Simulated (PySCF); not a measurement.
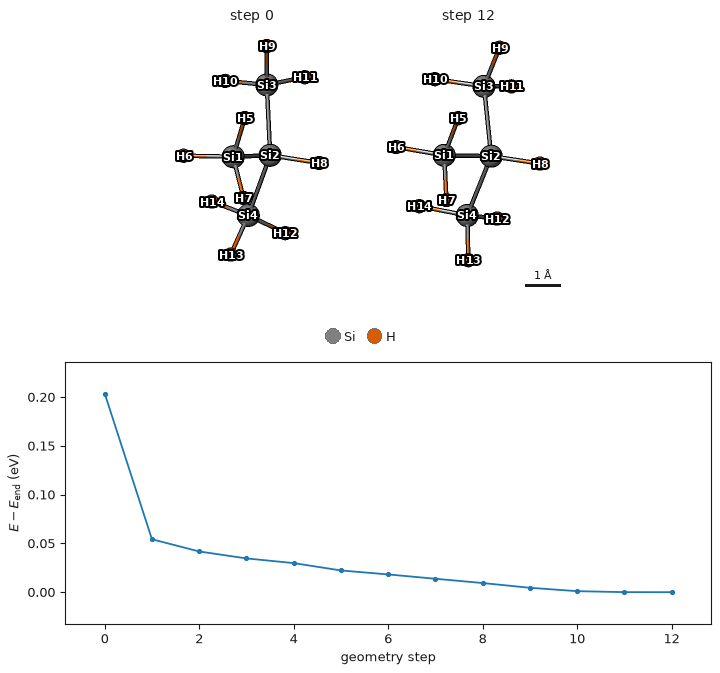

First and last geometry of a relaxation of Si₄H₁₀, with the history of the run. A ball-and-stick model, seen from a free direction.

The start comes from GFN2-xTB.

Computed with PBE0-D3(BJ)/def2-SVP geometry optimisation, gas phase in PySCF. 

### What do the curves and the structures tell?

It converged. H13 moves most after the best rigid fit: 0.65 Å. Largest moves by element: H 0.65 Å, Si 0.18 Å. Near-neighbour distances that change, for instance: Si1–H5 1.465 → 1.495 Å, Si1–H6 1.466 → 1.496 Å, Si1–Si2 2.327 → 2.345 Å, Si2–Si3 2.328 → 2.345 Å. Bond angles that change, for instance: Si1–Si2–Si3 113.9° → 109.1°, Si1–Si2–H8 105.3° → 109.9°, Si3–Si2–H8 105.7° → 109.9°. Groups turn about Si2–Si4 by about 30°, Si2–Si3 by about 25°. The energy falls by 0.204 eV in 12 geometry steps. Cost: 74 s on 1 thread of AMD EPYC 9R45 96-Core Processor, with other jobs on the host.
